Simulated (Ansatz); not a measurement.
Geometry relaxation of AlH4OF (part 2 of 2)

Continued. System: AlH4OF. Method: RKS B3LYP/def2-TZVP (Ansatz 0.2.0). It belongs to a series of runs on one base structure; here: end point B relaxed.

Geometry of the input (Å):
```
Al 0.0379  -0.4146  -0.4858
F  -0.0188  -0.1135  2.3834
H  1.4100  0.2954  -0.7424
H  -1.3814  0.1019  -0.9324
O  0.1409  -2.0108  0.2409
H  -0.6426  -2.5663  0.2582
H  0.1339  -1.0139  2.2059
```

**Trajectory as extended XYZ, continued**
```
7
Properties=species:S:1:pos:R:3:forces:R:3 step=6 energy=-11430.90411
Al    0.0574   -0.2858   -0.1340   -0.0206   0.0465   0.1217
F    -0.0174   -0.1067    1.8240    0.0644   0.2853   0.0621
H     1.4415    0.2807   -0.6245   -0.0558  -0.0161   0.0329
H    -1.3574    0.1255   -0.6985    0.0411  -0.0045  -0.0277
O     0.1125   -1.9655    0.5494    0.0041  -0.0287  -0.0031
H    -0.5583   -2.6213    0.3443    0.0188  -0.0250   0.0749
H     0.0018   -1.1486    1.6669   -0.0521  -0.2576  -0.2606
7
Properties=species:S:1:pos:R:3:forces:R:3 step=7 energy=-11430.96876
Al    0.0660   -0.2215   -0.0927    0.0182   0.0207   0.2090
F    -0.0353   -0.1024    1.7908    0.0396   1.0541   0.0914
H     1.4533    0.2656   -0.6671   -0.1031  -0.0305   0.0862
H    -1.3496    0.1656   -0.6679    0.0354  -0.0325  -0.0643
O     0.1134   -1.9496    0.6151   -0.4828  -0.6629  -0.4592
H    -0.5168   -2.6614    0.3841    0.4996   0.6782   0.3551
H    -0.0511   -1.2180    1.5654   -0.0070  -1.0272  -0.2182
7
Properties=species:S:1:pos:R:3:forces:R:3 step=8 energy=-11431.13060
Al    0.0635   -0.1936   -0.0649   -0.1157   0.3126   0.3008
F    -0.0399   -0.0493    1.7725    0.1348   0.5709  -0.2747
H     1.4469    0.2697   -0.6519   -0.0158  -0.0475   0.0362
H    -1.3444    0.1602   -0.6791    0.0225  -0.0637  -0.0796
O     0.1018   -1.9587    0.6158    0.2848   0.3237   0.1356
H    -0.5281   -2.6563    0.4121   -0.1086   0.1211   0.2776
H    -0.0198   -1.2938    1.5230   -0.2020  -1.2170  -0.3959
7
Properties=species:S:1:pos:R:3:forces:R:3 step=9 energy=-11431.23159
Al    0.0603   -0.1079    0.0077   -0.1519   0.5461  -0.5217
F    -0.0382    0.0399    1.7201    0.0959   1.0201   0.3526
H     1.4431    0.2638   -0.6446    0.0101  -0.0419   0.0245
H    -1.3381    0.1508   -0.6874    0.0596  -0.0791  -0.0476
O     0.0921   -1.9522    0.6504    1.1266  -2.3366  -4.2976
H    -0.5319   -2.6550    0.4638   -0.2551   0.0274   0.2854
H    -0.0073   -1.4612    1.4177   -0.8852   0.8641   4.2045
7
Properties=species:S:1:pos:R:3:forces:R:3 step=10 energy=-11431.57217
Al    0.0415    0.0204    0.0616   -0.2802  -0.5225  -0.4755
F     0.0044    0.2307    1.7515   -0.0241   0.1683  -0.1194
H     1.4532    0.2506   -0.6060   -0.0869   0.1383   0.0402
H    -1.3509    0.0050   -0.7441    0.2764   0.2580   0.2290
O     0.0679   -1.9786    0.5810    0.9331   0.5445  -1.0187
H    -0.6176   -2.6193    0.4096   -0.4699  -0.1435   0.2084
H     0.0817   -1.6306    1.4739   -0.3483  -0.4431   1.1360
7
Properties=species:S:1:pos:R:3:forces:R:3 step=11 energy=-11431.65074
Al    0.0293    0.0063    0.0614   -0.1504  -0.2784  -0.6000
F     0.0020    0.3499    1.7074   -0.1063  -0.0468   0.1977
H     1.4311    0.3040   -0.6034   -0.0481  -0.0543   0.0020
H    -1.3388    0.0641   -0.7846    0.2404   0.0081   0.2836
O     0.0744   -2.0205    0.5839    0.4977   0.9832   1.1301
H    -0.6515   -2.6282    0.4024   -0.1092   0.0867   0.2092
H     0.1336   -1.7974    1.5606   -0.3241  -0.6985  -1.2226
7
Properties=species:S:1:pos:R:3:forces:R:3 step=12 energy=-11431.60300 accepted=F
Al    0.0403   -0.1106   -0.0016    0.3957   0.5588   0.5011
F    -0.0154    0.2165    1.6872    0.0090  -0.0498  -0.1280
H     1.4044    0.3104   -0.6586    0.1033  -0.2030  -0.0788
H    -1.3099    0.1776   -0.7038   -0.4414  -0.2143  -0.2563
O     0.1158   -2.0018    0.6421   -0.0559   0.3333   0.2192
H    -0.5529   -2.6581    0.3913    0.0972   0.2080   0.3326
H    -0.0023   -1.6558    1.5709   -0.1079  -0.6330  -0.5897
7
Properties=species:S:1:pos:R:3:forces:R:3 step=13 energy=-11431.71953
Al    0.0310    0.0125    0.0373    0.0478  -0.2282   0.3649
F    -0.0140    0.4234    1.6799   -0.0486  -0.0348  -0.0807
H     1.4462    0.2465   -0.6006    0.0124   0.0285  -0.1676
H    -1.3588    0.0408   -0.7053   -0.0334   0.0340  -0.1153
O     0.0904   -1.9707    0.5970    0.1055   0.2599   0.5422
H    -0.6059   -2.5895    0.3439   -0.0407   0.0665   0.0123
H     0.0911   -1.8847    1.5755   -0.0429  -0.1258  -0.5559
7
Properties=species:S:1:pos:R:3:forces:R:3 step=14 energy=-11431.73099
Al    0.0354    0.0104    0.0585    0.1093  -0.2028  -0.0337
F    -0.0096    0.4454    1.6813   -0.0428  -0.0041   0.1602
H     1.4323    0.2474   -0.6278   -0.0035   0.0056  -0.0790
H    -1.3458    0.0405   -0.7003   -0.0719   0.0026  -0.0742
O     0.1000   -1.9725    0.6124   -0.0055   0.1559  -0.1441
H    -0.5909   -2.5851    0.3279    0.0000   0.0833  -0.0413
H     0.0585   -1.9079    1.5755    0.0144  -0.0406   0.2120
7
Properties=species:S:1:pos:R:3:forces:R:3 step=15 energy=-11431.74041
Al    0.0460   -0.0117    0.0642   -0.0062   0.0066   0.2095
F    -0.0409    0.4364    1.6940    0.0381   0.0093  -0.1090
H     1.4267    0.2342   -0.6540    0.0074   0.0226  -0.0055
H    -1.3394    0.0136   -0.7068    0.0160  -0.0466  -0.0218
O     0.1207   -1.9559    0.6291   -0.0312   0.0398  -0.1007
H    -0.6149   -2.4904    0.3032   -0.0093  -0.0499   0.0341
H     0.0818   -1.9480    1.5979   -0.0148   0.0182  -0.0066
7
Properties=species:S:1:pos:R:3:forces:R:3 step=16 energy=-11431.74281
Al    0.0504   -0.0095    0.0747   -0.0409   0.0338   0.1014
F    -0.0315    0.4770    1.6897    0.0246  -0.0350  -0.0605
H     1.4278    0.2420   -0.6478    0.0128   0.0075  -0.0100
H    -1.3354   -0.0168   -0.6979    0.0151  -0.0146  -0.0249
O     0.1102   -1.9519    0.6239   -0.0124  -0.0021  -0.0425
H    -0.6230   -2.4872    0.2933   -0.0094  -0.0123  -0.0018
H     0.0816   -1.9756    1.5917    0.0102   0.0227   0.0382
7
Properties=species:S:1:pos:R:3:forces:R:3 step=17 energy=-11431.74389
Al    0.0471   -0.0102    0.0744    0.0155   0.0018  -0.0083
F    -0.0291    0.4560    1.6931   -0.0044  -0.0001   0.0045
H     1.4283    0.2540   -0.6407   -0.0089   0.0000   0.0024
H    -1.3294   -0.0203   -0.7140   -0.0007   0.0004  -0.0002
O     0.1052   -1.9540    0.6164   -0.0061  -0.0055   0.0129
H    -0.6414   -2.4867    0.3123   -0.0014   0.0005  -0.0026
H     0.0993   -1.9607    1.5861    0.0061   0.0029  -0.0086
```

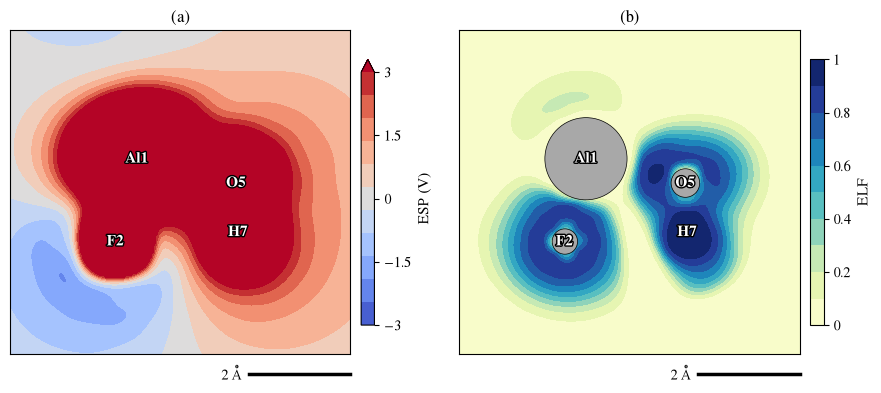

**Figure 1.** (a) electrostatic potential; (b) ELF on the plane of atoms Al1, O5 and H7. Grey discs, where drawn, cover atomic cores. Al–F (1.69 Å): the ELF peaks at about 0.85 in the valence shell of F, 0.6 Å from its nucleus, and is about 0.35 at the midpoint. Al–O (2.02 Å): the ELF peaks at about 0.90 in the valence shell of O, 0.6 Å from its nucleus, and is about 0.50 at the midpoint.

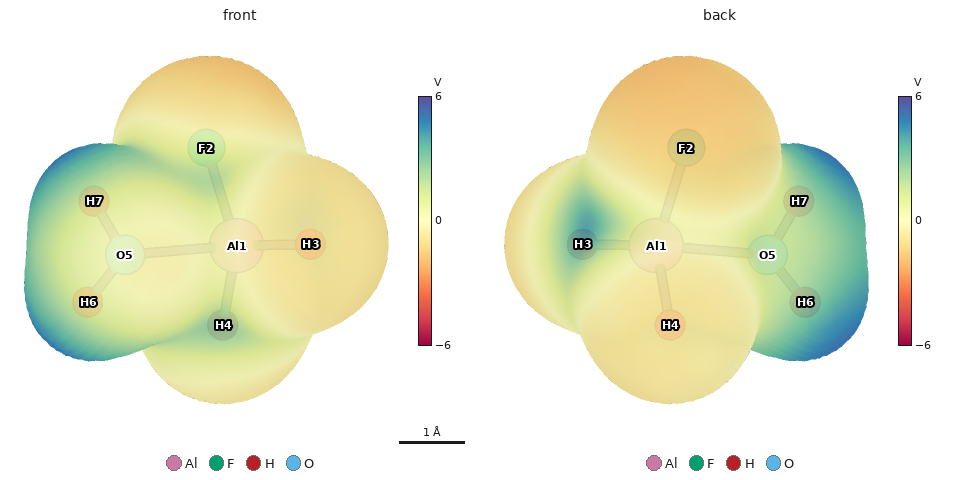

**Figure 2.** The electrostatic potential painted on the density surface at 0.004 e/bohr³, seen at a tilt and from behind; red is negative and blue positive.

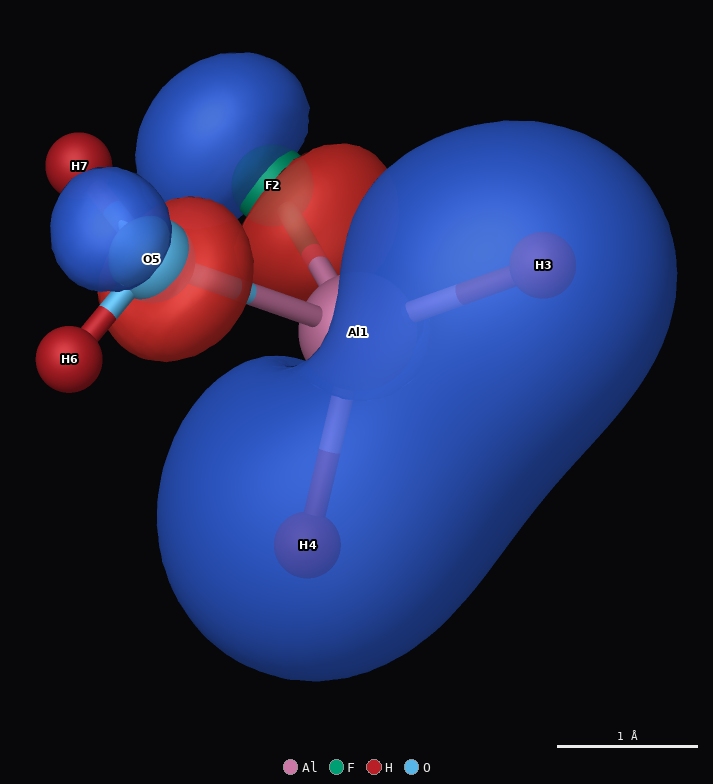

**Figure 3.** The HOMO−1 at ±0.1 Å⁻³ᐟ² (red and blue are the two phases), seen at a tilt. It lies mainly on Al1 (35 %), H4 (25 %), H3 (20 %) and F2 (15 %). Its energy is −9.25 eV.

**Summary**

| quantity | value |
| --- | --- |
| outcome | converged |
| total energy | −11431.7441 eV |
| mean-field energy | −11431.7441 eV |
| largest force (length of the vector) at the end | 0.018 eV/Å |
| wall time | 11 s (CPU time 38 s) |
| peak memory | 0.21 GiB |
